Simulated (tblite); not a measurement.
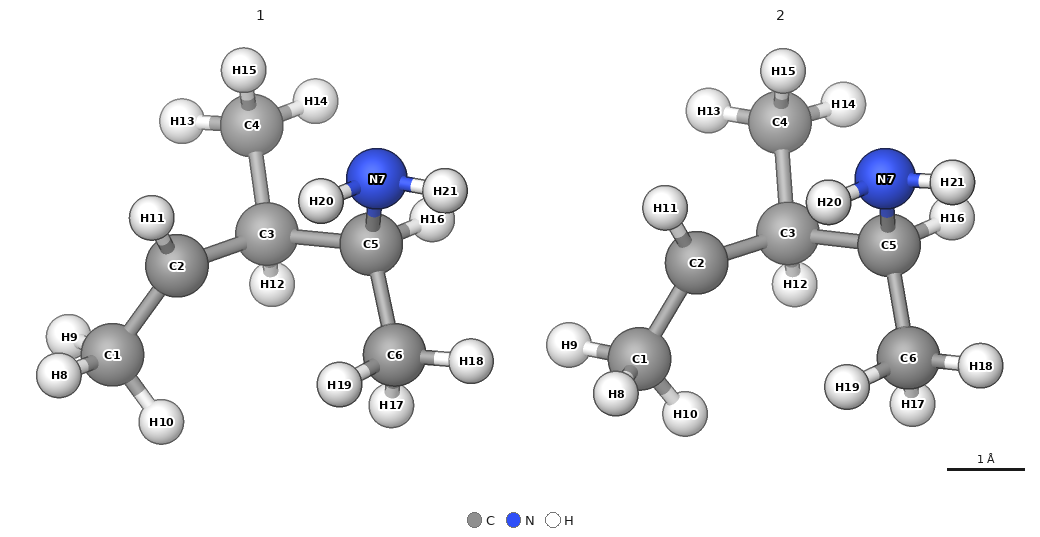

Two geometries of C$_{6}$H$_{14}$N (multiplicity 2), drawn at one scale. One is the start of a relaxation, the other its converged end. Style: ball-and-stick. Shown at a tilt.

Method: GFN2-xTB geometry optimisation, gas phase in tblite. 

> Which geometry has the lower energy?

Structure 2 is the relaxed one. The energy falls by 2.50 kcal/mol in 108 geometry steps. The atom that moves furthest after the best rigid fit is H8 (0.59 Å). By element the largest moves are H 0.59 Å, N 0.15 Å, C 0.15 Å. Some distances before and after: C2–H11 1.095 → 1.077 Å, C6–H19 1.105 → 1.089 Å, N7–H20 1.031 → 1.015 Å, C1–C2 1.492 → 1.479 Å. Among the angles between lasting bonds that change: C3–C5–N7 112.9° → 109.3°, C6–C5–N7 109.8° → 113.4°, C4–C3–H12 106.5° → 109.2°. Groups turn about C1–C2 by about 30°.
